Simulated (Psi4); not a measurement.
# SiHBr (SMILES [SiH]Br) at SCAN/def2-SVP (Cholesky decomposition, cholesky tolerance 0.001, sweep point 6)

Aim: the vertical ionisation energy of SiHBr at SCAN/def2-SVP (Cholesky decomposition, cholesky tolerance 0.001, sweep point 6), from 2 runs. 

The results are computed with Psi4 1.11.

2 further runs of the same task are left out: 2 for a known fault of the program.

## Step 1: The structure to begin with

SiHBr has 3 atoms, charge 0, and is taken as a singlet. SMILES: `[SiH]Br`. The coordinates come from a PBE0-D4/def2-TZVP relaxation.

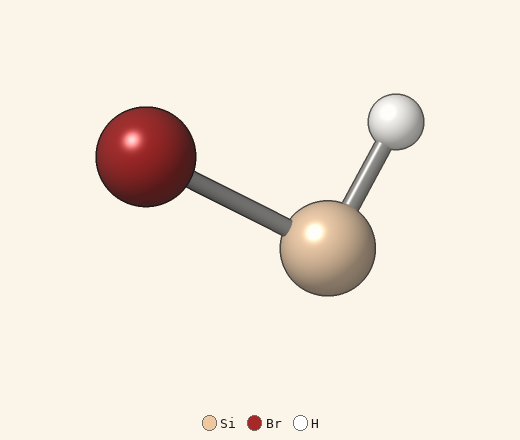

Viewed from a chosen angle; silicon light orange, bromine red, hydrogen white.

## Step 2: The energy at SCAN/def2-SVP (Cholesky decomposition, cholesky tolerance 0.001, sweep point 6)

brhsi.in reads:

```
memory 1.6 GB

molecule geom {
  0 1
  Si    -0.624700     0.521900    -0.296100
  Br     1.340900     0.401500     0.781400
  H     -0.727100    -0.988300    -0.498600
  symmetry c1
}

set reference rks
set puream true
set scf_type cd
set dft_radial_points 99
set dft_spherical_points 590
set cholesky_tolerance 0.001

e = energy('scan/def2-SVP')
print_variables()
```

On the command line:

```console
$ psi4 -n 1 brhsi.in brhsi.out
```

brhsi.out:

```text
[...]
  Running in c1 symmetry.
[...]
  Nuclear repulsion =  126.973584171130398
[...]
  Multiplicity = 1
[...]
  Nalpha       = 25
  Nbeta        = 25
[...]
    Number of basis functions: 55
[...]
   @RKS iter   1: -2863.68377998834922   -1.30115e+00   2.58898e-02 ADIIS/DIIS
[...]
   @RKS iter   9: -2864.02701616456716   -1.92363e-08   5.36029e-07 DIIS
[...]
    Orbital Energies [Eh]
    ---------------------
    Doubly Occupied:
       1A   -482.202942     2A    -65.891882     3A    -62.273430
       4A    -56.078023     5A    -56.077294     6A    -56.076255
       7A     -8.635635     8A     -6.439031     9A     -6.435009
      10A     -6.430377    11A     -5.258012    12A     -3.607801
      13A     -3.602922    14A     -3.597110    15A     -2.534375
      16A     -2.533790    17A     -2.530516    18A     -2.527295
      19A     -2.526970    20A     -0.748764    21A     -0.474830
      22A     -0.342028    23A     -0.303542    24A     -0.293311
      25A     -0.223820
[...]
  @RKS Final Energy: -2864.02701616456716
   => Energetics <=
    Nuclear Repulsion Energy =            126.9735841711303976
    One-Electron Energy =               -4236.8999448092017701
    Two-Electron Energy =                1358.6839307350303443
    DFT Exchange-Correlation Energy =    -112.7845862615262718
    Empirical Dispersion Energy =           0.0000000000000000
    VV10 Nonlocal Energy =                  0.0000000000000000
    Total Energy =                      -2864.0270161645671578
[...]
 Multipole Moments:
 ------------------------------------------------------------------------------------
     Multipole            Electronic (a.u.)      Nuclear  (a.u.)        Total (a.u.)
 ------------------------------------------------------------------------------------
 L = 1.  Multiply by 2.5417464519 to convert [e a0] to [Debye]
 Dipole X            :          6.5082706           -6.8355258           -0.3272553
 Dipole Y            :          1.0347128           -1.1682352           -0.1335224
 Dipole Z            :          0.0000000            0.0000000            0.0000000
 Magnitude           :                                                    0.3534463
[...]
```

Wall time 14 s (1 thread of AMD EPYC 7R43 (Zen 3), shared host); peak memory 0.71 GiB.

## Step 3: The doublet cation, same level

job.inp reads:

```
memory 1600 mb

molecule m {
  1 2
  Si    -0.624700     0.521900    -0.296100
  Br     1.340900     0.401500     0.781400
  H     -0.727100    -0.988300    -0.498600
  units angstrom
  symmetry c1
}

set basis def2-SVP
set reference uks
set puream true
set scf_type cd
set dft_radial_points 99
set dft_spherical_points 590
set cholesky_tolerance 0.001
set maxiter 150

energy_value, wavefunction = energy('scan', return_wfn=True)
```

On the command line:

```console
$ psi4 job.inp job.out -n 1
```

job.out:

```text
[...]
  Running in c1 symmetry.
[...]
  Nuclear repulsion =  126.973584171130398
[...]
  Multiplicity = 2
[...]
  Nalpha       = 25
  Nbeta        = 24
[...]
    Number of basis functions: 55
[...]
   @UKS iter   1: -2863.34953115239432   -9.66901e-01   2.55933e-02 DIIS/ADIIS
[...]
   @UKS iter  11: -2863.69083344779983   -1.54200e-08   4.15293e-07 DIIS
[...]
   @S^2 Observed:                7.589642783E-01
[...]
    Orbital Energies [Eh]
    ---------------------
    Alpha Occupied:
       1A   -482.464004     2A    -66.196734     3A    -62.533660
       4A    -56.339320     5A    -56.337066     6A    -56.336975
       7A     -8.895386     8A     -6.699970     9A     -6.692336
      10A     -6.691721    11A     -5.559129    12A     -3.908891
      13A     -3.904220    14A     -3.901233    15A     -2.794588
      16A     -2.792633    17A     -2.792545    18A     -2.786559
      19A     -2.786462    20A     -1.002134    21A     -0.745316
      22A     -0.602447    23A     -0.551715    24A     -0.540111
      25A     -0.505686
    Alpha Virtual:
[...]
  @UKS Final Energy: -2863.69083344779983
   => Energetics <=
    Nuclear Repulsion Energy =            126.9735841711303976
    One-Electron Energy =               -4223.6129895632357147
    Two-Electron Energy =                1345.4253440235097514
    DFT Exchange-Correlation Energy =    -112.4767720792048351
    Empirical Dispersion Energy =           0.0000000000000000
    VV10 Nonlocal Energy =                  0.0000000000000000
    Total Energy =                      -2863.6908334477998324
[...]
 Multipole Moments:
 ------------------------------------------------------------------------------------
     Multipole            Electronic (a.u.)      Nuclear  (a.u.)        Total (a.u.)
 ------------------------------------------------------------------------------------
 L = 1.  Multiply by 2.5417464519 to convert [e a0] to [Debye]
 Dipole X            :          4.5563971           -6.8355258           -2.2791288
 Dipole Y            :          1.0955092           -1.1682352           -0.0727260
 Dipole Z            :         -0.0000000            0.0000000           -0.0000000
 Magnitude           :                                                    2.2802888
[...]
```

Run time: 24 s. Hardware: 1 thread of AMD EPYC 7R43 (Zen 3), shared host; peak memory 0.72 GiB.

## Step 4: Summary of results

At SCAN/def2-SVP (Cholesky decomposition, cholesky tolerance 0.001, sweep point 6):

| quantity | value |
| --- | --- |
| singlet SiHBr: total energy | -2864.02702 Eh |
| singlet SiHBr: dipole moment | 0.90 D |
| singlet SiHBr: HOMO energy | -6.09 eV |
| singlet SiHBr: LUMO energy | -3.84 eV |
| singlet SiHBr: HOMO–LUMO gap | 2.25 eV |
| doublet cation: total energy | -2863.69083 Eh |
| doublet cation: HOMO energy (highest over α and β) | -13.76 eV |
| doublet cation: LUMO energy (lowest over α and β) | -12.08 eV |
| doublet cation: ⟨S²⟩ | 0.759 |
| vertical ionisation energy (to the doublet cation) | 9.148 eV |

What this shows: The vertical ionisation energy comes to 9.15 eV (883 kJ/mol). −ε(HOMO) before ionisation, 6.09 eV, is 3.06 eV below this ionisation energy.
